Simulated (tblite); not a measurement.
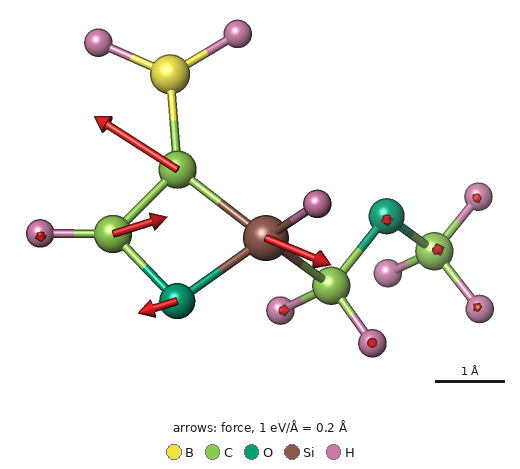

Starting geometry of C$_{4}$H$_{9}$BO$_{2}$Si with the computed forces as red arrows. The picture is a ball-and-stick view, seen at a tilt.

These are results of GFN2-xTB geometry optimisation, gas phase in tblite 0.8.0, not measurements. 

Q: What follows when this structure is relaxed?

A: It isn't relaxed: the largest force vector, on a C atom, is 7.56 eV/Å. The final displacements have little in common with the starting forces (cosine between the two patterns 0.11). Over 139 geometry steps the energy falls by 113.3 kJ/mol. The largest move after the best rigid fit is that of an H atom, 0.98 Å. By element the largest moves are H 0.98 Å, B 0.67 Å, C 0.53 Å, O 0.42 Å, Si 0.37 Å. Near-neighbour distances that change, for instance: C–Si 1.716 → 1.901 Å, C–O 1.451 → 1.349 Å, O–Si 1.648 → 1.746 Å, C–C 1.401 → 1.357 Å. Among the angles between lasting bonds that change: O–C–H 132.0° → 117.8°, C–C–O 96.7° → 109.4°, C–Si–C 112.6° → 123.9°. Groups turn about C–Si by about 20°. Cost: 0.98 s on 1 thread of Arm Neoverse V1, on a shared host.
